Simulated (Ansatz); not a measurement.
# CCSD(T)/def2-SVPD run of CH6AlN (SMILES C[NH][AlH2])

What is the vertical electron affinity of CH6AlN at CCSD(T)/def2-SVPD? 

The calculation is run with Ansatz 0.2.0.

35 further runs of the same task are left out: 35 set aside as unsound or not needed. Runs told in other sessions of the task aren't counted.

## 1. Starting point

CH6AlN has 9 atoms, charge 0, and is taken as a singlet. As SMILES, `C[NH][AlH2]`. Geometry: relaxed at PBE0-D4/def2-TZVP.

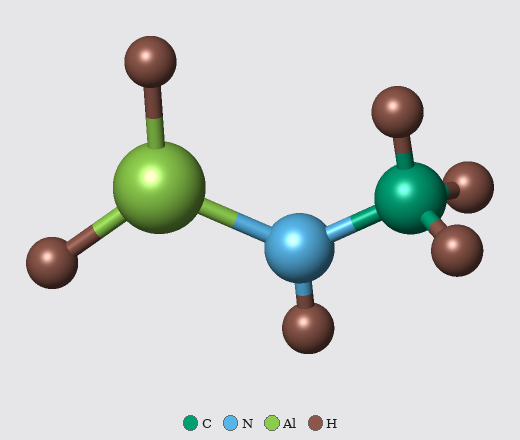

Viewed from a chosen angle; carbon teal, nitrogen blue, aluminium green, hydrogen brown.

## 2. A single-point energy at CCSD(T)/def2-SVPD

molecule.yaml reads:

```yaml
crystal:
  periodic: [false, false, false]
  atoms:
    - symbol: C
      position_ang: [-0.384500, 0.934700, -0.771700]
    - symbol: "N"
      position_ang: [0.340000, -0.253200, -0.374200]
    - symbol: Al
      position_ang: [0.335300, -1.074400, 1.190900]
    - symbol: H
      position_ang: [-1.074800, 0.743900, -1.602200]
    - symbol: H
      position_ang: [0.284400, 1.748600, -1.076000]
    - symbol: H
      position_ang: [-0.981000, 1.302600, 0.066800]
    - symbol: H
      position_ang: [0.905500, -0.619100, -1.126300]
    - symbol: H
      position_ang: [1.234400, -2.369900, 1.339700]
    - symbol: H
      position_ang: [-0.570900, -0.459500, 2.335900]
basis:
  gaussian: {orbitals: def2-SVPD}
correlation: {method: ccsd_t, frozen_orbitals: {Al: 5, C: 1, H: 0, "N": 1}}
accuracy: high
scf: {omitted_lower_state_checks: [cluster_reference, increment]}
```

Launch:

```console
ansatz run molecule.yaml --threads 1 --pin off --max-ram 2610MiB --events-out events.jsonl --progress --plain --runs-dir runs
```

The log of the run, shortened:

```text
Warning: RAYON_NUM_THREADS=1 ignored (pool sized by the plan → 1); use --threads N
Functional definition: HF
  name "HF"
[...]
2301 factors; integrals over basis functions are off by at most 3.6e-9 eV
[...]
mean field -9186.61353448 eV, -337.6018204817 hartree, gradient 2.4e-8 eV, S^2 0.000000; 0 other end points of the search recorded, 0 dependent functions left out
7 core orbitals not correlated: weight in the atoms' cores, before any rotation towards them, 1.000 or more for the frozen orbitals, at most 0.000 for the correlated occupied ones
reference -9186.61353448 eV, -337.6018204817 hartree; 9, 9 occupied and 96, 96 virtual orbitals, 2301 factors
second order -11.08078125 eV of doubles, -0.00000000 eV of singles
cycle   1  -11.76580194 eV  change   -6.9e-1 eV  update   8.2e-2
[...]
cycle  21  -12.19565850 eV  change  -2.0e-10 eV  update  7.7e-10
perturbative correction -0.36242497 eV, -0.0133188720 hartree
Total energy: -9199.17161794 eV, -338.0633215370 hartree
Checks for a lower state left out: cluster_reference, increment
```

Run time: 33 s. Hardware: 1 thread of Arm Neoverse V2, shared host; peak memory 1 GiB.

## 3. The doublet anion, same level

Edit molecule.yaml of step 2 so:

```diff
@@ -23,4 +23,6 @@
   gaussian: {orbitals: def2-SVPD}
+scf: {omitted_lower_state_checks: [cluster_reference, increment]}
+magnetization: {spin_polarized: true, initial_magnetization: 1}
+total_charge: -1
 correlation: {method: ccsd_t, frozen_orbitals: {Al: 5, C: 1, H: 0, "N": 1}}
 accuracy: high
-scf: {omitted_lower_state_checks: [cluster_reference, increment]}
```

Launch:

```console
ansatz run molecule.yaml --threads 1 --pin off --max-ram 2610MiB --events-out events.jsonl --progress --plain --runs-dir runs
```

The log of the run, shortened:

```text
Warning: RAYON_NUM_THREADS=1 ignored (pool sized by the plan → 1); use --threads N
[... 2 set-up lines as earlier in the session ...]
[...]
2301 factors; integrals over basis functions are off by at most 3.6e-9 eV
[...]
mean field -9184.99832224 eV, -337.5424625268 hartree, gradient 2.9e-8 eV, S^2 0.768648; 6 other end points of the search recorded, 0 dependent functions left out
7 core orbitals not correlated: weight in the atoms' cores, before any rotation towards them, 1.000 or more for the frozen orbitals, at most 0.000 for the correlated occupied ones
reference -9184.99832224 eV, -337.5424625268 hartree; 10, 9 occupied and 95, 96 virtual orbitals, 2301 factors
second order -11.40106839 eV of doubles, -0.00000000 eV of singles
cycle   1  -12.13833275 eV  change   -7.4e-1 eV  update   8.6e-2
[...]
cycle  38  -12.59208266 eV  change   3.0e-10 eV  update   1.4e-9
perturbative correction -0.39504061 eV, -0.0145174746 hartree
Total energy: -9197.98544551 eV, -338.0197305041 hartree
Checks for a lower state left out: cluster_reference, increment
```

Run time: 3 min. Hardware: 1 thread of Arm Neoverse V2, shared host; peak memory 2.1 GiB.

## 4. What came out

Level: CCSD(T)/def2-SVPD, 7 core orbitals frozen.

| quantity | value |
| --- | --- |
| singlet CH6AlN: total energy | -338.06332 Eh |
| singlet CH6AlN: correlation energy (7 core orbitals frozen) | -461.5 mEh |
| singlet CH6AlN: (T) correction | -13.32 mEh |
| singlet CH6AlN: T1 diagnostic | 0.013 |
| doublet anion: total energy | -338.01973 Eh |
| doublet anion: correlation energy (7 core orbitals frozen) | -477.3 mEh |
| doublet anion: (T) correction | -14.52 mEh |
| doublet anion: ⟨S²⟩ of the reference determinant | 0.769 |
| doublet anion: T1 diagnostic | 0.014 |
| vertical electron affinity (to the doublet anion) | -1.186 eV |

**Reading.** The anion lies 1.19 eV (114 kJ/mol) above the neutral: the electron isn't bound at this level, and such a value depends on the basis. The triples (singlet CH6AlN) make up 2.9 % of the correlation energy. The triples (doublet anion) make up 3.0 % of the correlation energy.
